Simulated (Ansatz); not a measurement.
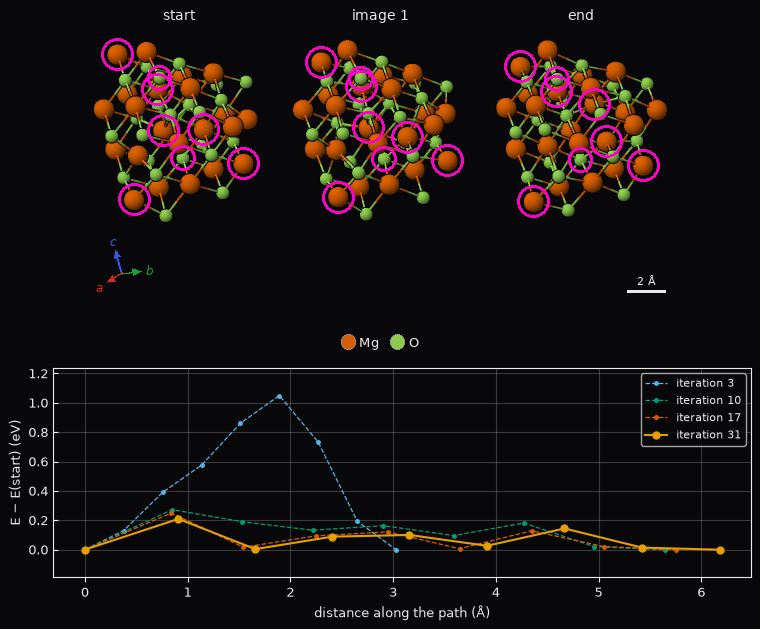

NEB run on MgO with an interstitial Mg (17 atoms in the cell). Images are numbered from 0 (start) to 8 (end). The plot follows the band through its iterations. Style: ball-and-stick. Shown: the atoms within 4.7 Å of the middle of the path, slightly off an axis. The atoms that move most are ringed. Bonds to atoms that aren't drawn are left out.

Computed with Ansatz 0.2.0, DFT LDA, scalar-relativistic, plane waves, PAW. Settings: plane-wave cutoff 420 eV; k-point mesh 3 × 3 × 3; Fermi-Dirac smearing 0.02 eV; 7 movable images; climbing image; force threshold 0.03 eV/Å; iteration limit 31; starting path by image-dependent pair potential.

### Did the band converge, and can the barrier be trusted?

The result isn't final. The band hadn't converged when the run stopped after 31 iterations. The barrier read from it is provisional: over the last two iterations the highest image moved from 0.226 eV to 0.209 eV. The first iteration put the highest image at 3.239 eV. The barrier is about 0.209 eV in both directions, with image 1 at the top; the ends have nearly the same energy. The profile has 3 maxima (images 1, 4, 6) with a dip at image 2, 5 (0.004 eV, +0.026 eV), which on an unconverged band is provisional.

Limits of the set-up: the periodic images lie only 6.2 Å apart, so the values are limited by the cell's size.

The run took 33 min on 2 threads of AMD EPYC 7R43 64-Core Processor (Zen 3) (shared host), peak memory 1.1 GiB.

PAW datasets: the set soft_1.
